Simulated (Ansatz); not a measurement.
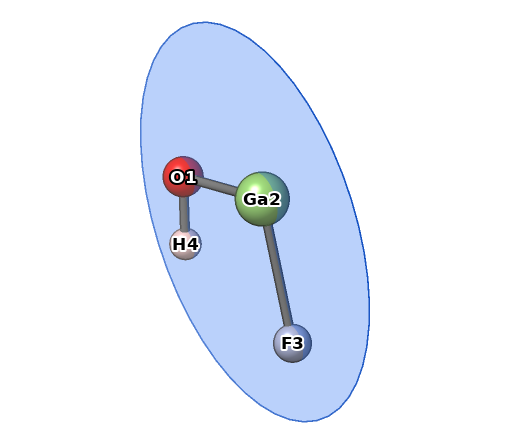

A disc through the centre of mass is drawn in. Depth is shown by fading: the farther an atom, the more it takes the colour of the background. The species has charge −1 and is a spin singlet. The geometry was computed by an optimisation with PBE-D4/def2-SVPD. No frequency run is at hand to confirm it as a minimum.

**Is the plane of the disc a mirror plane of the structure?**

Yes. The reflection leaves O1, Ga2, F3, H4 in place. The point group is Cs.
